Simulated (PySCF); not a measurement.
# CH5BF2Si: NMR shifts at several levels of theory

How much do the NMR shifts of CH5BF2Si (`FB(F)C[SiH3]`) depend on the level of theory, and what does each level cost?

The runs use PySCF 2.14.0, with density-fitted response routines of our own; the level of theory stands in each step. All values are computed, except where a source is named. Atoms count from 0, in the outputs and in this text.

## (1) The molecule as given

10 atoms, charge 0, multiplicity 1; geometry from: PBE0-D3(BJ)/def2-SVP.

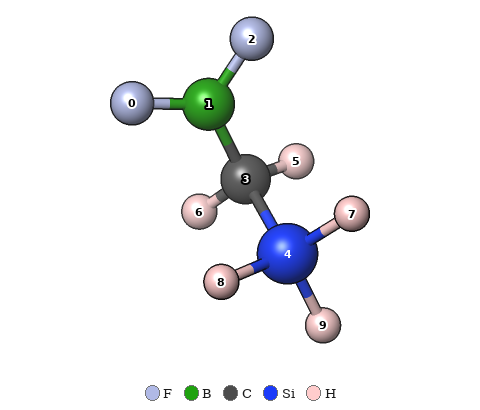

As it starts; fluorine light blue, boron green, carbon dark grey, silicon blue, hydrogen pink, atoms numbered; sticks join atoms by distance.

## (2) Shielding tensors: HF/pcSseg-2

The job: settings as JSON, then the geometry in Å.

```
{"job": {"kind": "nmr", "xc": "HF", "basis": "pcSseg-2", "pop": false}, "charge": 0, "multiplicity": 1}
F     -1.987546     0.378619     1.342866
B     -1.491649     0.356992     0.116929
F     -1.980585     1.252196    -0.725407
C     -0.367924    -0.627433    -0.290073
Si     1.337680     0.106540     0.081519
H     -0.402104    -0.840725    -1.369649
H     -0.445699    -1.568940     0.275689
H      1.518495     1.380598    -0.677002
H      1.463027     0.395966     1.541517
H      2.406778    -0.855976    -0.318404
```

Level: GIAO HF/pcSseg-2 NMR shielding, non-relativistic, gas phase.

Started as:

```bash
$ OMP_NUM_THREADS=1 python probes_run.py task.json out
```

This one command runs all jobs of the session in turn.

Standard output:

```text
final grid: 84416 points
cycle   1  E = -553.4430017467  dE =  3.966e-01  |g| = 6.425e-01  |ddm| = 2.036e+00
cycle   2  E = -553.5182885345  dE = -7.529e-02  |g| = 3.592e-01  |ddm| = 4.701e-01
cycle   3  E = -553.5367603851  dE = -1.847e-02  |g| = 5.748e-02  |ddm| = 1.462e-01
cycle   4  E = -553.5379424267  dE = -1.182e-03  |g| = 1.158e-02  |ddm| = 6.666e-02
cycle   5  E = -553.5379968846  dE = -5.446e-05  |g| = 2.548e-03  |ddm| = 1.384e-02
cycle   6  E = -553.5380008772  dE = -3.993e-06  |g| = 6.261e-04  |ddm| = 4.397e-03
cycle   7  E = -553.5380011363  dE = -2.591e-07  |g| = 1.451e-04  |ddm| = 1.226e-03
cycle   8  E = -553.5380011503  dE = -1.399e-08  |g| = 3.467e-05  |ddm| = 2.890e-04
cycle   9  E = -553.5380011510  dE = -6.453e-10  |g| = 1.056e-05  |ddm| = 5.257e-05
converged SCF energy = -553.5380011510

GIAO shielding tensors (ppm)
atom      isotropic    diamagn.    paramagn.     s11        s22        s33       span
  0 F      295.666     467.740    -172.074    147.611    349.278    390.108    242.498
  1 B       85.130     193.415    -108.285     53.176     90.857    111.357     58.181
  2 F      295.793     467.681    -171.887    148.023    349.921    389.437    241.414
  3 C      197.719     244.584     -46.865    186.803    195.658    210.696     23.892
  4 Si     443.379     874.152    -430.773    422.674    428.261    479.203     56.528
  5 H       31.388      30.028       1.360     27.244     28.556     38.364     11.121
  6 H       31.370      29.987       1.383     27.286     28.493     38.331     11.045
  7 H       27.831      29.108      -1.278     24.605     26.251     32.636      8.031
  8 H       27.820      29.107      -1.287     24.590     26.257     32.612      8.022
  9 H       27.791      28.367      -0.576     24.733     25.550     33.090      8.357
```

Wall time 12 s (1 thread of Arm Neoverse V1, shared host); peak memory 1 GiB.

The references, computed at this level on geometries of the same kind, shield at (ppm): 1H TMS 31.68, 13C TMS 191.5, 29Si TMS 383.0, 19F CFCl3 245.3, 11B BF3·OEt2 114.5. Their shielding less the atom's gives the shift. The references are single molecules in the gas phase, so shifts against H2O, NH3, PH3, H3PO4 or CFCl3 are not on the usual liquid scales and can be off by tens of ppm. Atoms listed in one row are averaged.

```tsv
atoms	environment	σ (ppm)	δ (ppm)
C3	sp3 CH2 bonded to B and Si	197.7	-6.2
H7, H8, H9	hydrogen on a silicon bonded to C	27.81	3.87
H5, H6	hydrogen on an sp3 CH2 bonded to B and Si	31.38	0.30
F0, F2	fluorine bonded to B	295.7	-50.5
B1	boron bonded to C, 2 F	85.1	29.4
Si4	silicon bonded to C, 3 H	443.4	-60.4
```

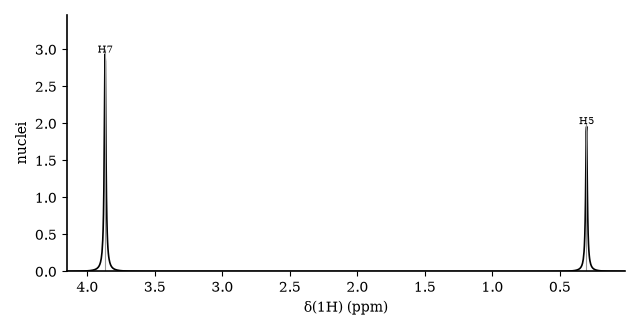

1H lines at the computed shifts, without couplings. Lines are broadened to a width of 0.01 ppm (Lorentzian).

## (3) Shielding tensors: LDA/pcSseg-2

Settings changed since step 2:

```diff
@@ -1,2 +1,2 @@
-{"job": {"kind": "nmr", "xc": "HF", "basis": "pcSseg-2", "pop": false}, "charge": 0, "multiplicity": 1}
+{"job": {"kind": "nmr", "xc": "LDA", "basis": "pcSseg-2", "pop": false}, "charge": 0, "multiplicity": 1}
 F     -1.987546     0.378619     1.342866
```

With the program's defaults for keys left out, this is: GIAO LDA/pcSseg-2 NMR shielding, non-relativistic, gas phase.

Standard output:

```text
coarse grid: 9072 points
cycle   1  E = -552.2241543992  dE =  2.620e-01  |g| = 7.517e-01  |ddm| = 2.238e+00
cycle   2  E = -552.0192289260  dE =  2.049e-01  |g| = 1.332e+00  |ddm| = 9.618e-01
cycle   3  E = -552.3237541520  dE = -3.045e-01  |g| = 1.104e-01  |ddm| = 6.323e-01
cycle   4  E = -552.3253935164  dE = -1.639e-03  |g| = 5.287e-02  |ddm| = 7.414e-02
cycle   5  E = -552.3260172822  dE = -6.238e-04  |g| = 7.121e-03  |ddm| = 3.499e-02
cycle   6  E = -552.3260326655  dE = -1.538e-05  |g| = 1.536e-03  |ddm| = 8.828e-03
cycle   7  E = -552.3260331815  dE = -5.160e-07  |g| = 3.634e-04  |ddm| = 1.501e-03
final grid: 84416 points
cycle   8  E = -552.3165611432  dE = -1.453e-04  |g| = 6.566e-03  |ddm| = 3.714e-02
cycle   9  E = -552.3165485311  dE =  1.261e-05  |g| = 1.105e-02  |ddm| = 6.843e-03
cycle  10  E = -552.3165674104  dE = -1.888e-05  |g| = 1.032e-03  |ddm| = 4.583e-03
cycle  11  E = -552.3165674987  dE = -8.828e-08  |g| = 5.729e-04  |ddm| = 6.261e-04
cycle  12  E = -552.3165675642  dE = -6.552e-08  |g| = 8.375e-05  |ddm| = 3.002e-04
cycle  13  E = -552.3165675651  dE = -9.343e-10  |g| = 3.422e-05  |ddm| = 5.424e-05
cycle  14  E = -552.3165675653  dE = -1.924e-10  |g| = 8.888e-06  |ddm| = 1.892e-05
converged SCF energy = -552.3165675653

GIAO shielding tensors (ppm)
atom      isotropic    diamagn.    paramagn.     s11        s22        s33       span
  0 F      220.820     467.015    -246.195     43.922    266.672    351.867    307.945
  1 B       61.525     194.893    -133.368     29.506     71.871     83.197     53.691
  2 F      221.167     466.980    -245.813     44.779    267.754    350.969    306.189
  3 C      185.508     248.162     -62.654    174.808    179.596    202.120     27.311
  4 Si     380.591     879.480    -498.888    353.387    357.434    430.953     77.566
  5 H       30.149      29.856       0.293     26.194     27.759     36.494     10.300
  6 H       30.134      29.816       0.318     26.230     27.696     36.477     10.247
  7 H       26.474      28.128      -1.654     23.362     24.939     31.121      7.759
  8 H       26.466      28.127      -1.662     23.352     24.947     31.098      7.746
  9 H       26.375      27.592      -1.217     23.431     24.203     31.490      8.059
```

Wall time 27 s (1 thread of Arm Neoverse V1, shared host); peak memory 0.76 GiB.

Key values: δ C3 -5.2, F0 -82.7, B1 29.4, Si4 -77.5, H7 4.33, H5 0.63 ppm (means over like atoms).

## (4) Shielding tensors: PBE/pcSseg-2

Settings changed since step 3:

```diff
@@ -1,2 +1,2 @@
-{"job": {"kind": "nmr", "xc": "LDA", "basis": "pcSseg-2", "pop": false}, "charge": 0, "multiplicity": 1}
+{"job": {"kind": "nmr", "xc": "PBE", "basis": "pcSseg-2", "pop": false}, "charge": 0, "multiplicity": 1}
 F     -1.987546     0.378619     1.342866
```

With the program's defaults for keys left out, this is: GIAO PBE/pcSseg-2 NMR shielding, non-relativistic, gas phase.

Standard output:

```text
coarse grid: 9072 points
cycle   1  E = -554.8588572006  dE =  2.722e-01  |g| = 7.700e-01  |ddm| = 2.163e+00
cycle   2  E = -554.6558467260  dE =  2.030e-01  |g| = 1.349e+00  |ddm| = 9.730e-01
cycle   3  E = -554.9606572546  dE = -3.048e-01  |g| = 1.140e-01  |ddm| = 6.403e-01
cycle   4  E = -554.9625894443  dE = -1.932e-03  |g| = 5.098e-02  |ddm| = 7.822e-02
cycle   5  E = -554.9631975996  dE = -6.082e-04  |g| = 7.508e-03  |ddm| = 3.627e-02
cycle   6  E = -554.9632148013  dE = -1.720e-05  |g| = 1.380e-03  |ddm| = 8.492e-03
cycle   7  E = -554.9632152063  dE = -4.050e-07  |g| = 4.216e-04  |ddm| = 1.315e-03
final grid: 84416 points
cycle   8  E = -554.9649627960  dE = -1.739e-04  |g| = 8.337e-03  |ddm| = 4.071e-02
cycle   9  E = -554.9649382505  dE =  2.455e-05  |g| = 1.283e-02  |ddm| = 1.172e-02
cycle  10  E = -554.9649773389  dE = -3.909e-05  |g| = 1.076e-03  |ddm| = 7.836e-03
cycle  11  E = -554.9649774936  dE = -1.546e-07  |g| = 6.645e-04  |ddm| = 7.712e-04
cycle  12  E = -554.9649775569  dE = -6.335e-08  |g| = 1.032e-04  |ddm| = 2.715e-04
cycle  13  E = -554.9649775586  dE = -1.678e-09  |g| = 3.963e-05  |ddm| = 8.616e-05
cycle  14  E = -554.9649775589  dE = -2.715e-10  |g| = 1.108e-05  |ddm| = 2.489e-05
converged SCF energy = -554.9649775589

GIAO shielding tensors (ppm)
atom      isotropic    diamagn.    paramagn.     s11        s22        s33       span
  0 F      229.368     467.964    -238.596     57.272    277.533    353.299    296.026
  1 B       64.565     194.664    -130.099     35.185     73.594     84.917     49.731
  2 F      229.649     467.914    -238.265     58.058    278.523    352.366    294.309
  3 C      184.605     246.892     -62.287    173.769    180.324    199.723     25.954
  4 Si     394.740     878.828    -484.088    369.878    372.485    441.859     71.981
  5 H       30.626      30.082       0.545     26.809     28.263     36.807      9.998
  6 H       30.610      30.044       0.566     26.845     28.201     36.784      9.939
  7 H       27.044      28.869      -1.825     24.003     25.544     31.584      7.581
  8 H       27.036      28.869      -1.833     23.994     25.553     31.561      7.567
  9 H       26.943      28.196      -1.254     24.062     24.803     31.963      7.902
```

Run time: 31 s. Hardware: 1 thread of Arm Neoverse V1, shared host; peak memory 0.76 GiB.

This run: δ C3 -5.2, F0 -86.6, B1 28.1, Si4 -71.3, H7 4.17, H5 0.56 ppm (means over like atoms).

## (5) Nuclear shieldings: BLYP/pcSseg-2

Settings changed since step 4:

```diff
@@ -1,2 +1,2 @@
-{"job": {"kind": "nmr", "xc": "PBE", "basis": "pcSseg-2", "pop": false}, "charge": 0, "multiplicity": 1}
+{"job": {"kind": "nmr", "xc": "BLYP", "basis": "pcSseg-2", "pop": false}, "charge": 0, "multiplicity": 1}
 F     -1.987546     0.378619     1.342866
```

Level: GIAO BLYP/pcSseg-2 NMR shielding, non-relativistic, gas phase.

Standard output:

```text
coarse grid: 9072 points
cycle   1  E = -555.2318835560  dE =  2.780e-01  |g| = 8.460e-01  |ddm| = 2.155e+00
cycle   2  E = -554.9684595005  dE =  2.634e-01  |g| = 1.521e+00  |ddm| = 1.086e+00
cycle   3  E = -555.3520644358  dE = -3.836e-01  |g| = 1.358e-01  |ddm| = 7.242e-01
cycle   4  E = -555.3547820466  dE = -2.718e-03  |g| = 5.959e-02  |ddm| = 9.244e-02
cycle   5  E = -555.3556228859  dE = -8.408e-04  |g| = 9.443e-03  |ddm| = 4.315e-02
cycle   6  E = -555.3556498546  dE = -2.697e-05  |g| = 1.576e-03  |ddm| = 1.029e-02
cycle   7  E = -555.3556503729  dE = -5.183e-07  |g| = 4.663e-04  |ddm| = 1.515e-03
final grid: 84416 points
cycle   8  E = -555.3550438042  dE = -1.544e-04  |g| = 6.589e-03  |ddm| = 3.708e-02
cycle   9  E = -555.3550288858  dE =  1.492e-05  |g| = 1.025e-02  |ddm| = 8.983e-03
cycle  10  E = -555.3550525276  dE = -2.364e-05  |g| = 9.282e-04  |ddm| = 5.988e-03
cycle  11  E = -555.3550526265  dE = -9.891e-08  |g| = 6.248e-04  |ddm| = 6.674e-04
cycle  12  E = -555.3550526826  dE = -5.609e-08  |g| = 1.091e-04  |ddm| = 2.629e-04
cycle  13  E = -555.3550526843  dE = -1.767e-09  |g| = 2.501e-05  |ddm| = 7.941e-05
cycle  14  E = -555.3550526844  dE = -1.078e-10  |g| = 1.225e-05  |ddm| = 2.256e-05
converged SCF energy = -555.3550526844

GIAO shielding tensors (ppm)
atom      isotropic    diamagn.    paramagn.     s11        s22        s33       span
  0 F      232.552     468.655    -236.102     62.522    281.256    353.879    291.357
  1 B       62.482     193.513    -131.031     32.149     71.665     83.631     51.482
  2 F      232.775     468.584    -235.809     63.213    282.186    352.928    289.715
  3 C      179.700     245.034     -65.333    169.158    175.351    194.592     25.435
  4 Si     382.158     878.039    -495.881    357.164    359.287    430.024     72.860
  5 H       30.873      30.394       0.478     27.265     28.659     36.694      9.429
  6 H       30.856      30.358       0.498     27.302     28.597     36.669      9.368
  7 H       27.313      28.943      -1.630     24.345     25.849     31.746      7.402
  8 H       27.305      28.943      -1.638     24.335     25.858     31.723      7.388
  9 H       27.209      28.320      -1.110     24.390     25.110     32.127      7.738
```

It took 31 s on 1 thread of Arm Neoverse V1, shared host; peak memory 0.76 GiB.

In short: δ C3 -4.7, F0 -89.5, B1 28.6, Si4 -72.5, H7 4.10, H5 0.51 ppm (means over like atoms).

## (6) Nuclear shieldings: BP86/pcSseg-2

Settings changed since step 5:

```diff
@@ -1,2 +1,2 @@
-{"job": {"kind": "nmr", "xc": "BLYP", "basis": "pcSseg-2", "pop": false}, "charge": 0, "multiplicity": 1}
+{"job": {"kind": "nmr", "xc": "BP86", "basis": "pcSseg-2", "pop": false}, "charge": 0, "multiplicity": 1}
 F     -1.987546     0.378619     1.342866
```

With the program's defaults for keys left out, this is: GIAO BP86/pcSseg-2 NMR shielding, non-relativistic, gas phase.

Standard output:

```text
coarse grid: 9072 points
cycle   1  E = -555.3206573744  dE =  2.740e-01  |g| = 7.847e-01  |ddm| = 2.157e+00
cycle   2  E = -555.1156594572  dE =  2.050e-01  |g| = 1.371e+00  |ddm| = 9.701e-01
cycle   3  E = -555.4248740160  dE = -3.092e-01  |g| = 1.174e-01  |ddm| = 6.353e-01
cycle   4  E = -555.4269890917  dE = -2.115e-03  |g| = 5.055e-02  |ddm| = 7.937e-02
cycle   5  E = -555.4275909578  dE = -6.019e-04  |g| = 7.449e-03  |ddm| = 3.632e-02
cycle   6  E = -555.4276074641  dE = -1.651e-05  |g| = 1.602e-03  |ddm| = 8.300e-03
cycle   7  E = -555.4276079667  dE = -5.027e-07  |g| = 4.909e-04  |ddm| = 1.433e-03
final grid: 84416 points
cycle   8  E = -555.4268854557  dE = -1.638e-04  |g| = 9.184e-03  |ddm| = 3.975e-02
cycle   9  E = -555.4268630340  dE =  2.242e-05  |g| = 1.502e-02  |ddm| = 9.435e-03
cycle  10  E = -555.4268971948  dE = -3.416e-05  |g| = 1.215e-03  |ddm| = 6.226e-03
cycle  11  E = -555.4268973589  dE = -1.641e-07  |g| = 6.456e-04  |ddm| = 8.373e-04
cycle  12  E = -555.4268974541  dE = -9.526e-08  |g| = 1.002e-04  |ddm| = 3.950e-04
cycle  13  E = -555.4268974556  dE = -1.451e-09  |g| = 4.655e-05  |ddm| = 7.620e-05
cycle  14  E = -555.4268974560  dE = -3.627e-10  |g| = 1.295e-05  |ddm| = 2.711e-05
converged SCF energy = -555.4268974560

GIAO shielding tensors (ppm)
atom      isotropic    diamagn.    paramagn.     s11        s22        s33       span
  0 F      231.317     466.904    -235.587     60.156    278.973    354.822    294.667
  1 B       65.365     195.012    -129.647     36.255     73.920     85.920     49.665
  2 F      231.600     466.857    -235.257     60.908    279.954    353.938    293.030
  3 C      184.298     247.074     -62.776    173.556    179.997    199.341     25.785
  4 Si     392.859     878.861    -486.002    368.582    371.130    438.865     70.283
  5 H       30.704      30.214       0.490     26.916     28.362     36.833      9.917
  6 H       30.687      30.177       0.511     26.952     28.301     36.809      9.857
  7 H       27.106      28.890      -1.785     24.072     25.604     31.641      7.569
  8 H       27.098      28.889      -1.791     24.062     25.611     31.619      7.556
  9 H       27.008      28.237      -1.229     24.134     24.868     32.022      7.888
```

Run time: 31 s. Hardware: 1 thread of Arm Neoverse V1, shared host; peak memory 0.76 GiB.

In short: δ C3 -5.1, F0 -87.5, B1 28.0, Si4 -70.8, H7 4.16, H5 0.54 ppm (means over like atoms).

## (7) Shielding tensors: OPBE/pcSseg-2

Settings changed since step 6:

```diff
@@ -1,2 +1,2 @@
-{"job": {"kind": "nmr", "xc": "BP86", "basis": "pcSseg-2", "pop": false}, "charge": 0, "multiplicity": 1}
+{"job": {"kind": "nmr", "xc": "OPBE", "basis": "pcSseg-2", "pop": false}, "charge": 0, "multiplicity": 1}
 F     -1.987546     0.378619     1.342866
```

Method: GIAO OPBE/pcSseg-2 NMR shielding, non-relativistic, gas phase.

Standard output:

```text
coarse grid: 9072 points
cycle   1  E = -555.1166215346  dE =  2.577e-01  |g| = 7.521e-01  |ddm| = 2.182e+00
cycle   2  E = -554.9489926728  dE =  1.676e-01  |g| = 1.266e+00  |ddm| = 9.265e-01
cycle   3  E = -555.2126505844  dE = -2.637e-01  |g| = 9.831e-02  |ddm| = 6.002e-01
cycle   4  E = -555.2141901507  dE = -1.540e-03  |g| = 4.781e-02  |ddm| = 7.655e-02
cycle   5  E = -555.2147348674  dE = -5.447e-04  |g| = 7.039e-03  |ddm| = 3.409e-02
cycle   6  E = -555.2147504246  dE = -1.556e-05  |g| = 1.577e-03  |ddm| = 8.332e-03
cycle   7  E = -555.2147509528  dE = -5.282e-07  |g| = 6.382e-04  |ddm| = 1.674e-03
final grid: 84416 points
cycle   8  E = -555.2132337174  dE = -3.243e-04  |g| = 2.452e-02  |ddm| = 5.989e-02
cycle   9  E = -555.2131080041  dE =  1.257e-04  |g| = 3.745e-02  |ddm| = 2.430e-02
cycle  10  E = -555.2133117636  dE = -2.038e-04  |g| = 3.593e-03  |ddm| = 1.533e-02
cycle  11  E = -555.2133136007  dE = -1.837e-06  |g| = 1.201e-03  |ddm| = 2.459e-03
cycle  12  E = -555.2133139738  dE = -3.731e-07  |g| = 2.220e-04  |ddm| = 9.261e-04
cycle  13  E = -555.2133139830  dE = -9.182e-09  |g| = 7.988e-05  |ddm| = 1.690e-04
cycle  14  E = -555.2133139842  dE = -1.257e-09  |g| = 2.558e-05  |ddm| = 5.818e-05
cycle  15  E = -555.2133139843  dE = -1.000e-10  |g| = 8.146e-06  |ddm| = 1.379e-05
converged SCF energy = -555.2133139843

GIAO shielding tensors (ppm)
atom      isotropic    diamagn.    paramagn.     s11        s22        s33       span
  0 F      240.842     469.387    -228.545     74.558    289.549    358.419    283.860
  1 B       71.331     195.597    -124.266     44.980     78.130     90.883     45.902
  2 F      241.135     469.352    -228.218     75.401    290.497    357.506    282.105
  3 C      189.956     248.492     -58.536    179.399    186.603    203.864     24.465
  4 Si     419.602     879.581    -459.979    396.809    398.774    463.224     66.415
  5 H       30.643      29.720       0.923     26.665     28.100     37.164     10.500
  6 H       30.626      29.683       0.943     26.700     28.039     37.140     10.441
  7 H       27.130      29.432      -2.302     24.063     25.630     31.696      7.633
  8 H       27.122      29.434      -2.312     24.053     25.639     31.674      7.621
  9 H       27.034      28.525      -1.491     24.138     24.891     32.073      7.935
```

Wall time 33 s (1 thread of Arm Neoverse V1, shared host); peak memory 0.83 GiB.

Key values: δ C3 -5.5, F0 -85.8, B1 26.4, Si4 -64.0, H7 4.10, H5 0.56 ppm (means over like atoms).

## (8) NMR shieldings: KT2/pcSseg-2

Settings changed since step 7:

```diff
@@ -1,2 +1,2 @@
-{"job": {"kind": "nmr", "xc": "OPBE", "basis": "pcSseg-2", "pop": false}, "charge": 0, "multiplicity": 1}
+{"job": {"kind": "nmr", "xc": "KT2", "basis": "pcSseg-2", "pop": false}, "charge": 0, "multiplicity": 1}
 F     -1.987546     0.378619     1.342866
```

Method: GIAO KT2/pcSseg-2 NMR shielding, non-relativistic, gas phase.

Standard output:

```text
coarse grid: 9072 points
cycle   1  E = -561.5322918232  dE =  3.248e-01  |g| = 9.215e-01  |ddm| = 2.079e+00
cycle   2  E = -561.2329158765  dE =  2.994e-01  |g| = 1.651e+00  |ddm| = 1.137e+00
cycle   3  E = -561.6667929597  dE = -4.339e-01  |g| = 1.412e-01  |ddm| = 7.763e-01
cycle   4  E = -561.6702752873  dE = -3.482e-03  |g| = 6.194e-02  |ddm| = 1.108e-01
cycle   5  E = -561.6712537862  dE = -9.785e-04  |g| = 8.829e-03  |ddm| = 4.648e-02
cycle   6  E = -561.6712755531  dE = -2.177e-05  |g| = 2.117e-03  |ddm| = 1.049e-02
cycle   7  E = -561.6712764312  dE = -8.780e-07  |g| = 5.390e-04  |ddm| = 2.057e-03
final grid: 84416 points
cycle   8  E = -561.6825885555  dE = -3.086e-04  |g| = 3.513e-02  |ddm| = 8.926e-02
cycle   9  E = -561.6821851560  dE =  4.034e-04  |g| = 6.161e-02  |ddm| = 3.620e-02
cycle  10  E = -561.6827520838  dE = -5.669e-04  |g| = 3.701e-03  |ddm| = 2.501e-02
cycle  11  E = -561.6827539520  dE = -1.868e-06  |g| = 9.103e-04  |ddm| = 2.436e-03
cycle  12  E = -561.6827541585  dE = -2.065e-07  |g| = 2.655e-04  |ddm| = 7.957e-04
cycle  13  E = -561.6827541741  dE = -1.565e-08  |g| = 7.351e-05  |ddm| = 1.904e-04
cycle  14  E = -561.6827541755  dE = -1.397e-09  |g| = 2.039e-05  |ddm| = 6.745e-05
cycle  15  E = -561.6827541756  dE = -6.082e-11  |g| = 7.000e-06  |ddm| = 1.175e-05
converged SCF energy = -561.6827541756

GIAO shielding tensors (ppm)
atom      isotropic    diamagn.    paramagn.     s11        s22        s33       span
  0 F      235.191     466.816    -231.626     67.873    289.399    348.301    280.428
  1 B       71.997     196.177    -124.180     45.782     78.060     92.150     46.367
  2 F      235.456     466.762    -231.305     68.574    290.370    347.425    278.851
  3 C      188.311     247.407     -59.096    177.021    185.206    202.705     25.684
  4 Si     421.222     881.248    -460.026    397.583    400.127    465.954     68.371
  5 H       30.649      30.320       0.329     26.716     28.218     37.014     10.298
  6 H       30.631      30.281       0.351     26.750     28.159     36.984     10.234
  7 H       27.094      28.804      -1.711     24.027     25.564     31.689      7.662
  8 H       27.086      28.801      -1.716     24.018     25.572     31.668      7.650
  9 H       27.002      28.117      -1.115     24.088     24.843     32.076      7.989
```

Wall time 33 s (1 thread of Arm Neoverse V1, shared host); peak memory 0.83 GiB.

Key values: δ C3 -6.0, F0 -99.0, B1 26.3, Si4 -70.2, H7 4.12, H5 0.54 ppm (means over like atoms).

(Part 1 of 2 ends here.)
